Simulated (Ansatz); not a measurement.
## Electronic structure of H$_{10}$Si$_{4}$ (SMILES [SiH]([SiH3])([SiH3])[SiH3]) in real space

```yaml
atoms:
  - { symbol: Si, position_ang: [0.0485, 0.1677, 0.6308] }
  - { symbol: Si, position_ang: [-0.6548, 2.0673, -0.6085] }
  - { symbol: Si, position_ang: [2.1762, -0.5667, -0.1260] }
  - { symbol: Si, position_ang: [-1.5449, -1.5816, 0.4302] }
  - { symbol: H, position_ang: [0.1589, 0.5491, 2.0654] }
  - { symbol: H, position_ang: [-0.7713, 1.7080, -2.0439] }
  - { symbol: H, position_ang: [-1.9762, 2.5402, -0.1280] }
  - { symbol: H, position_ang: [0.3294, 3.1690, -0.4726] }
  - { symbol: H, position_ang: [3.1791, 0.5175, 0.0135] }
  - { symbol: H, position_ang: [2.6274, -1.7435, 0.6565] }
  - { symbol: H, position_ang: [2.0881, -0.9521, -1.5566] }
  - { symbol: H, position_ang: [-1.6706, -1.9772, -0.9948] }
  - { symbol: H, position_ang: [-2.8721, -1.1328, 0.9179] }
  - { symbol: H, position_ang: [-1.1179, -2.7649, 1.2163] }
```

All numbers below come from Hartree-Fock, Gaussian basis def2-SVP (Ansatz).

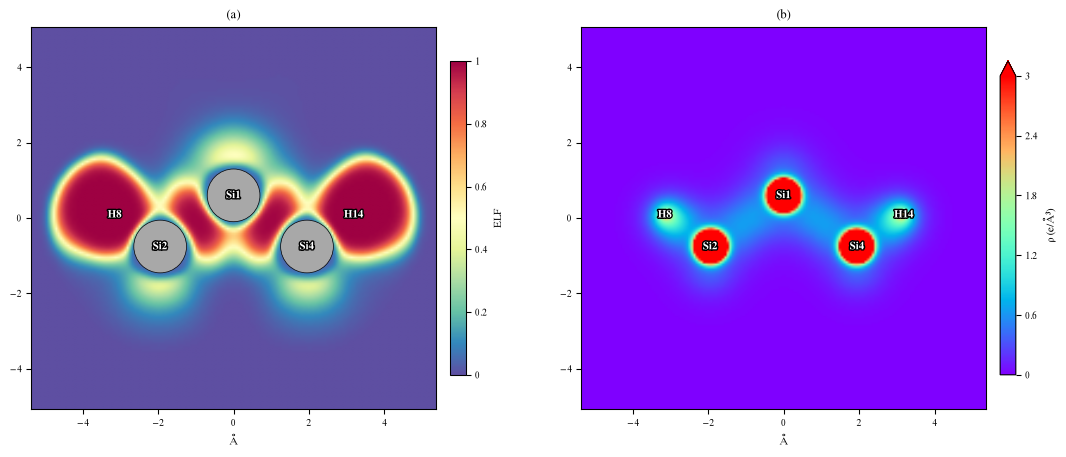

Figure 1. (a) electron localisation function; (b) total electron density on the plane of atoms Si1, Si2 and H8. Grey discs cover the atomic cores in the ELF map.

> Describe what can be read from this map.

- Atoms in the plane: Si and H.
- Si–Si (2.37 Å): ρ at the midpoint is about 0.64 e/Å³; the ELF peaks at about 1 between the atoms; localised, covalent bonding.
- Si–H (1.48 Å): the density is about 0.77 e/Å³ at the midpoint; the ELF climbs to about 1 towards the hydrogen, as it does in any bond to H.

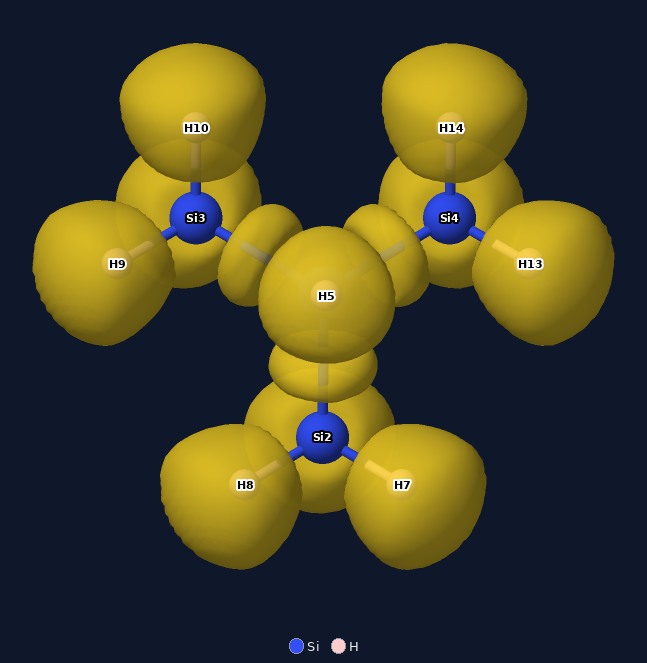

Figure 2. Isosurface of the ELF at 0.8 (yellow), seen across its widest extent. Only the valence region is drawn (cores and ρ < 0.01 e/Å³ removed).

> Identify the bonds, lone pairs and shells in this picture.

At this value the surface marks out three regions between bonded Si–Si atoms (shared pairs) and ten regions around hydrogen nuclei.

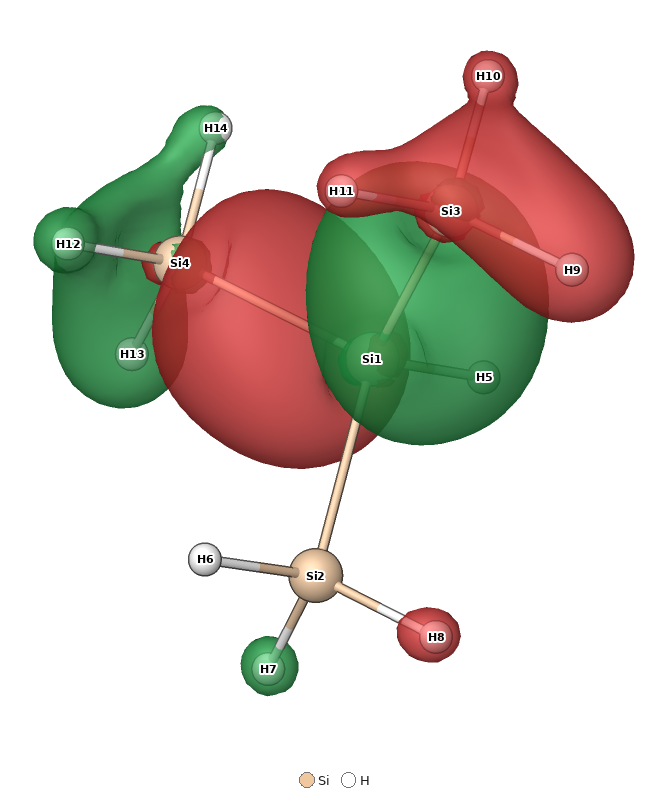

Figure 3. The HOMO at ±0.1 Å⁻³ᐟ² (green and red are the two phases), seen at an oblique angle.

> What is the character of this orbital?

By Hirshfeld shares it lies mainly on Si1 (about 35 %), Si3 (about 25 %) and Si4 (about 25 %). It is one of a degenerate set, so its orientation is arbitrary. Its energy is −10.46 eV.
